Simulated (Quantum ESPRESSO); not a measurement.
Effort and miss along a sweep of ecutwfc: CdS (P6_3mc, 12 atoms in the cell)

Cell: a = 4.1086 Å, b = 4.1086 Å, c = 20.1607 Å, α = 90.00°, β = 90.00°, γ = 120.00°.

Method of the run: PBE, GBRV 1.5 ultrasoft (PBE) pseudopotentials (plane waves; Quantum ESPRESSO 7.5).

Base settings: ecutwfc = 40 Ry; ecutrho = 200 Ry; occupations = smearing; smearing = gaussian; degauss = 0.0147 Ry; potentials = {Cd: cd_pbe_v1.uspp.F.UPF, S: s_pbe_v1.4.uspp.F.UPF}; K_POINTS = automatic 4 4 1 0 0 0; conv_thr = 1e-10 Ry; mixing_beta = 0.7.

Misses are taken against the tightest run, 80 Ry (ecutrho: 200 Ry → 400 Ry), which need not be fully converged itself. The energy is the free energy per atom.

The count of work is k-points × plane waves × bands × iterations; it is no time, and leaves out set-up, grids and terms that scale otherwise. Core times come from one kind of shared machine and are given to one figure; runs under 30 s give none.

The starting cell was generated: these elements placed on a structure prototype, without a prior relaxation; it need not be a known phase or ordering of this composition. Its lattice was rescaled by a random factor within 2.5 % of one. In the base run, with a pressure of about 4 GPa the cell is away from its equilibrium volume at this level.

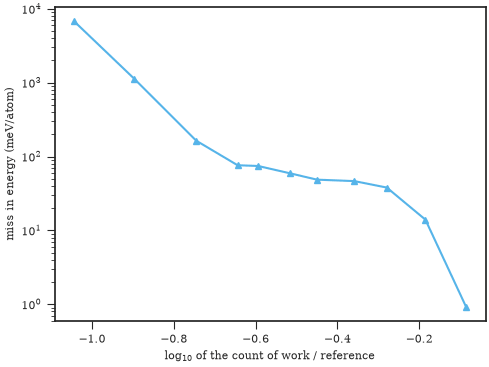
Figure: Miss against the count of work; the reference run is not drawn, and misses under 0.1 meV/atom are drawn there.

```csv
ecutwfc,energy less reference (meV/atom),pressure less reference (GPa),largest difference in the force on any atom (eV/Å),count of work / reference,core time / reference (rough)
16 Ry (ecutrho: 200 Ry → 80 Ry),6765.55,-202.12,0.064,0.090,–
20 Ry (ecutrho: 200 Ry → 100 Ry),1138.56,-46.91,0.023,0.13,–
24 Ry (ecutrho: 200 Ry → 120 Ry),163.84,-6.99,0.004,0.18,–
28 Ry (ecutrho: 200 Ry → 140 Ry),76.25,0.08,0.007,0.23,0.2
32 Ry (ecutrho: 200 Ry → 160 Ry),74.51,-0.23,0.003,0.25,0.2
36 Ry (ecutrho: 200 Ry → 180 Ry),59.40,-0.51,0.000,0.30,0.3
40 Ry,48.64,-0.12,0.000,0.35,0.4
46 Ry (ecutrho: 200 Ry → 230 Ry),46.51,0.04,0.001,0.44,0.4
52 Ry (ecutrho: 200 Ry → 260 Ry),38.02,-0.48,0.000,0.53,0.5
60 Ry (ecutrho: 200 Ry → 300 Ry),13.99,-0.59,0.000,0.65,0.6
70 Ry (ecutrho: 200 Ry → 350 Ry),0.93,0.03,0.000,0.82,0.9
80 Ry (ecutrho: 200 Ry → 400 Ry),0.00,0.00,0.000,1.0,1
```

Coarsest setting among those run that, with all tighter ones, holds the energy within 20 meV/atom of the reference: 60 Ry (ecutrho: 200 Ry → 300 Ry), off by 14 meV/atom; its saving against the reference is no more than about a factor of 2 in the count of work.

Coarsest setting among those run that, with all tighter ones, holds the energy within 2 meV/atom of the reference: 70 Ry (ecutrho: 200 Ry → 350 Ry), off by 0.93 meV/atom; its saving against the reference is no more than about a factor of 2 in the count of work.

Smallest miss in the energy for at most 0.2 times the reference's count of work: 24 Ry (ecutrho: 200 Ry → 120 Ry), with a miss of 160 meV/atom at a count of 0.18.

The step from 32 Ry (ecutrho: 200 Ry → 160 Ry) to 70 Ry (ecutrho: 200 Ry → 350 Ry): it takes the miss in the energy from 75 to 0.93 meV/atom, for 3.2 times the count of work and roughly 4 times the time.
